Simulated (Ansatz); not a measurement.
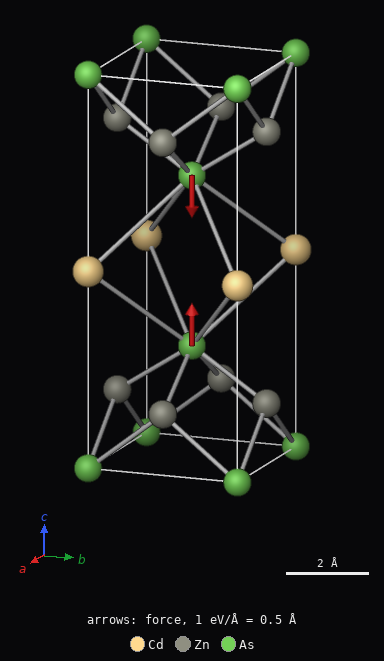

Starting geometry of solid Zn4CdAs3 (a generated structure, set up in P4/mmm) with the computed forces as red arrows. Style: ball-and-stick. Shown: the cell of the calculation, slightly off an axis.

Method: Ansatz, DFT, PAW plane waves, r2SCAN.

The input:
```yaml
crystal:
  lattice:
    - [3.94278, 0.0, 0.0]
    - [0.0, 3.94278, 0.0]
    - [0.0, 0.0, 9.973707]
  atoms:
    - { symbol: Cd, position: [0.0, 0.0, 0.5] }
    - { symbol: Zn, position: [0.0, 0.5, 0.15487] }
    - { symbol: Zn, position: [0.5, 0.0, 0.15487] }
    - { symbol: Zn, position: [0.0, 0.5, 0.84513] }
    - { symbol: Zn, position: [0.5, 0.0, 0.84513] }
    - { symbol: As, position: [0.5, 0.5, 0.28373] }
    - { symbol: As, position: [0.5, 0.5, 0.71627] }
    - { symbol: As, position: [0.0, 0.0, 0.0] }
  symmetry: { tolerance: 0.0003 }
kpoints:
  mp_grid: { grid: [5, 5, 2], shift: [0, 0, 0] }
magnetization:
  spin_polarized: false
scf:
  occupations: { method: gaussian, width: 0.0125 }
hamiltonian:
  pseudopotentials: { kind: paw }
  xc: r2scan
basis:
  ecutwfc: 500
output:
  forces: true
  stress: true
  eigenvalues: true
relax:
  max_steps: 40
  cell: {}
```

Command:
```bash
ansatz run input.yaml --threads 1 --pin off --max-ram 2560MiB --backend cpu --events-out ev --progress --plain --runs-dir out
```

**What follows when this structure is relaxed?**

It isn't relaxed: the largest force vector, on As atoms, is 2.20 eV/Å. The final displacements follow the starting forces only in part (cosine between the two patterns 0.80). The energy falls by 108 meV per atom in 4 accepted moves (5 points after the start). The largest force component goes from 2.2 to 0.0046 eV/Å. Pressure: 10.76 GPa at the start and 0.01 GPa at the end. The SCF was repeated once at an unchanged geometry on a basis and grid sized afresh for the cell, which shifted the energy by 0.4 meV per atom at most. The largest moves relative to the cell, 0.27 Å, are those of As6 and As7. As7 goes along −c. By element the largest moves are As 0.27 Å, Zn 0.13 Å. Cd stays in place. Cell: a = b 3.943 → 4.027 Å (+2.1 %), c 9.974 → 10.229 Å (+2.6 %). Volume +7.0 %. Some distances before and after: Zn2–As8 2.504 → 2.642 Å, Zn2–As6 2.353 → 2.489 Å, Cd1–As6 3.525 → 3.446 Å. Bond angles that change, for instance: As6–Zn2–As6 113.8° → 108.0°, Zn2–As6–Zn2 113.8° → 108.0°, As8–Zn2–As8 103.8° → 99.3°. The space group stays P4/mmm (No. 123).
